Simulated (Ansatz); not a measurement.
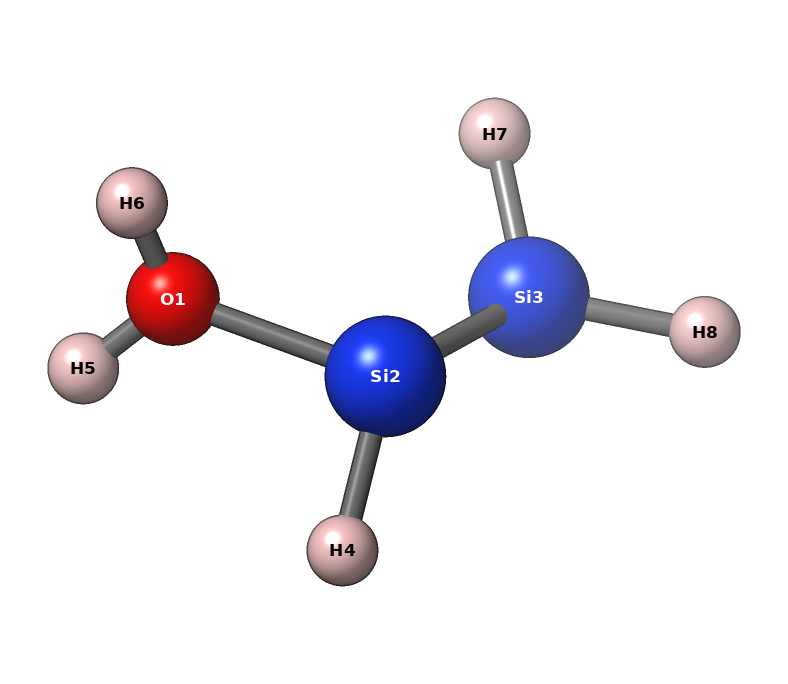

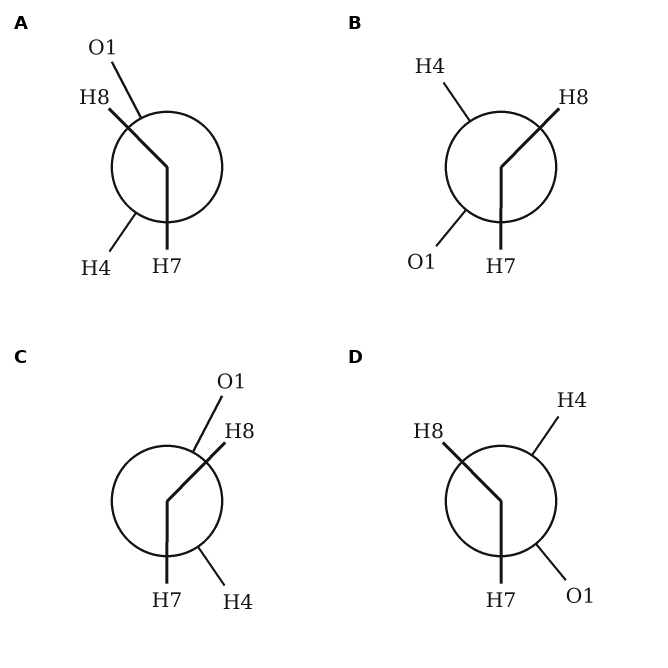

Depth is shown by fading: the farther an atom, the more it takes the colour of the background. Bonds that would overlap in a projection are set slightly apart. State: charge +1, singlet. The computed structure is the end point of a PBE-D4/def2-SVP optimisation. No frequency run is at hand to confirm it as a minimum.

Q: Which Newman projection shows the view along Si3–Si2, with Si3 in front?

A: B. The torsion angle H7–Si3–Si2–O1 is 39°, synclinal (gauche).
